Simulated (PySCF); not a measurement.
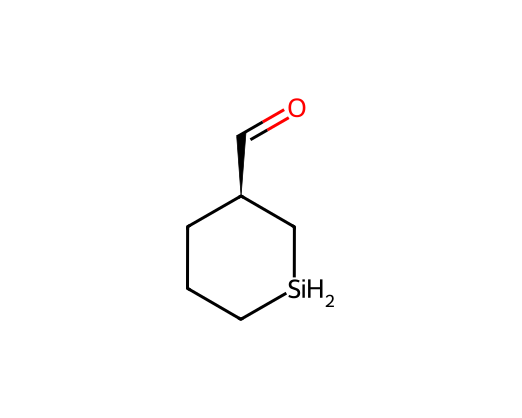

2D structure.

Question: Give its SMILES.

Answer: O=C[C@@H]1CCC[SiH2]C1

Question: What is the molecular formula?

Answer: C6H12OSi.

Question: An optimisation with PBE0-D3(BJ)/def2-SVP gave a structure of which point group?

Answer: C1.

The parts below concern this one geometry. Atoms keep their numbers from picture to picture. The geometry was computed by an optimisation with PBE0-D3(BJ)/def2-SVP. No frequency run is at hand to confirm it as a minimum.

### Shape

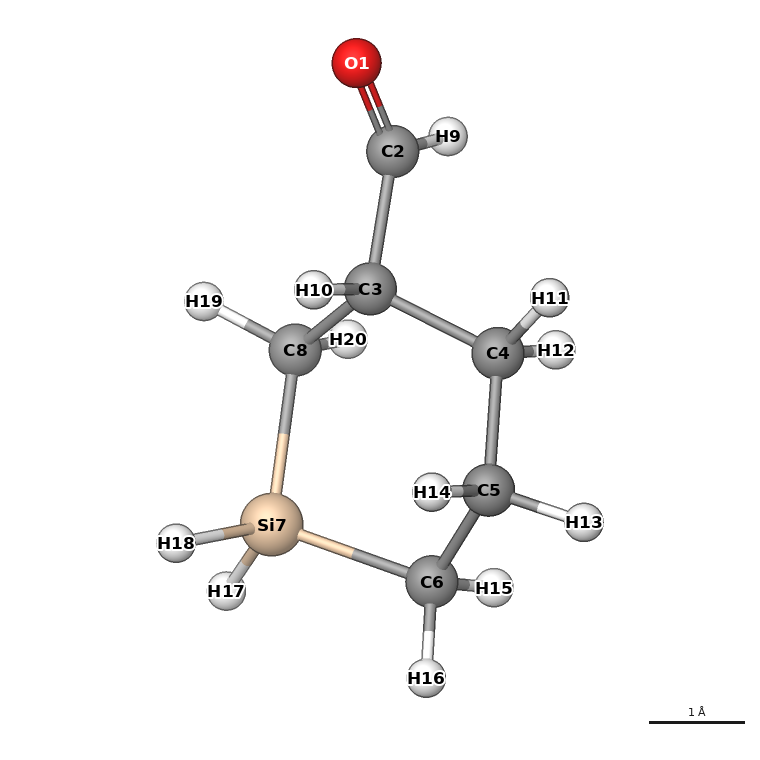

The atoms are numbered. No frequency run is at hand to confirm it as a minimum.

Estimate the angles O1–C2–H9, C2–C3–C4, C3–C4–H11, C3–C8–H19, C3–C8–H20, C4–C3–C8, C4–C5–C6, C4–C5–H13, C4–C5–H14, C5–C4–H11, Si7–C6–H16, C8–Si7–H17.

| angle | degrees |
| --- | --- |
| O1–C2–H9 | 120.8 |
| C2–C3–C4 | 109.1 |
| C3–C4–H11 | 108.4 |
| C3–C8–H19 | 110.5 |
| C3–C8–H20 | 109.6 |
| C4–C3–C8 | 113.3 |
| C4–C5–C6 | 114.2 |
| C4–C5–H13 | 108.4 |
| C4–C5–H14 | 108.7 |
| C5–C4–H11 | 108.7 |
| Si7–C6–H16 | 111.1 |
| C8–Si7–H17 | 111.5 |

### NMR shielding

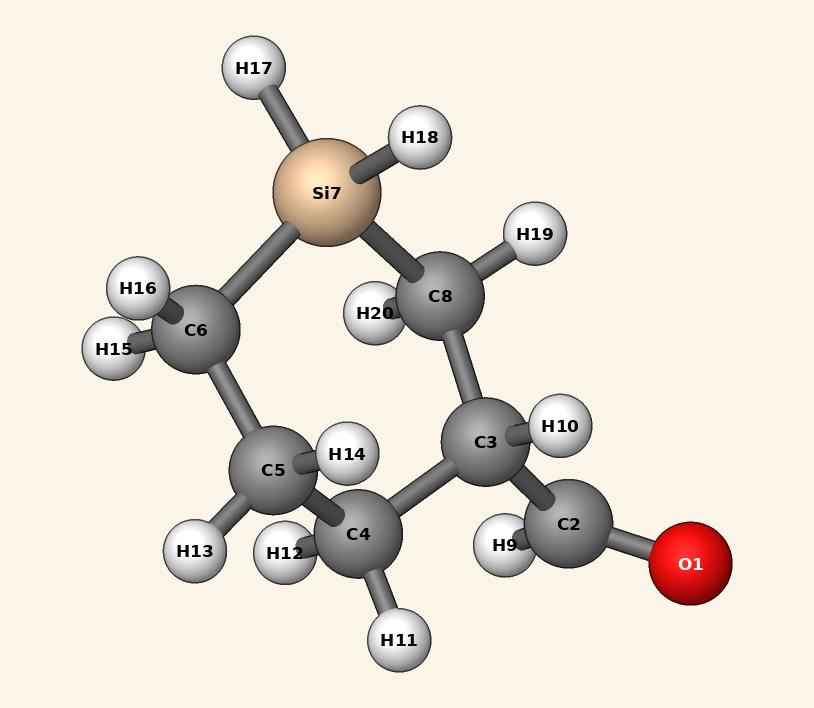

No frequency run is at hand to confirm it as a minimum. Method: GIAO B3LYP/pcSseg-1 NMR shielding, non-relativistic, gas phase (PySCF 2.14.0). Principal shieldings σ11 ≤ σ22 ≤ σ33, span Ω = σ33 − σ11, skew κ = 3(σiso − σ22)/Ω.

Question: Which C atom has the most anisotropic shielding?

Answer: C2, with a span of 193 ppm.

Give the shielding tensors of the C atoms.

```json
{"atom": "C2", "σ11": "−125.1", "σ22": "−23.2", "σ33": "68.3", "σiso": "−26.6", "Ω": "193.4", "κ": "−0.05"}
{"atom": "C3", "σ11": "104.6", "σ22": "118.2", "σ33": "155.7", "σiso": "126.2", "Ω": "51.1", "κ": "0.47"}
{"atom": "C4", "σ11": "143.9", "σ22": "149.4", "σ33": "152.1", "σiso": "148.5", "Ω": "8.2", "κ": "−0.33"}
{"atom": "C5", "σ11": "147.3", "σ22": "150.5", "σ33": "159.5", "σiso": "152.4", "Ω": "12.2", "κ": "0.48"}
{"atom": "C6", "σ11": "152.3", "σ22": "175.4", "σ33": "179.6", "σiso": "169.1", "Ω": "27.3", "κ": "−0.69"}
{"atom": "C8", "σ11": "153.2", "σ22": "178.6", "σ33": "179.6", "σiso": "170.4", "Ω": "26.4", "κ": "−0.92"}
```

Shieldings and span in ppm.

### Electronic properties

No frequency run is at hand to confirm it as a minimum. Level of theory: B3LYP/def2-SVPD, gas phase (PySCF 2.14.0). Excitations: vertical, linear response.

Question: Estimate the HOMO energy (Kohn–Sham orbital).

Answer: −7.05 eV.

Question: Estimate the mean static polarisability.

Answer: 99.6 bohr³.

Question: Give the brightest of the 10 lowest singlets at this level.

Answer: 6.91 eV.

Question: Give the dipole moment at this level.

Answer: 3.14 D.

### Charges

The questions are on ESP-fitted charges. No frequency run is at hand to confirm it as a minimum. Level of theory: PBE0/pcSseg-1, gas phase (PySCF 2.14.0).

Question: Which atom carries the highest charge (most positive or least negative)?

Answer: Si7 (0.48 e).

Question: And the lowest?

Answer: O1, C8 (−0.44 e).

List the ESP-fitted charges.

```csv
atom,value (e)
O1,−0.44
C2,0.35
C3,0.25
C4,−0.23
C5,0.13
C6,−0.35
Si7,0.48
C8,−0.44
H9,−0.01
H10,−0.01
H11,0.06
H12,0.06
H13,0.00
H14,0.00
H15,0.10
H16,0.09
H17,−0.13
H18,−0.13
H19,0.12
H20,0.10
```
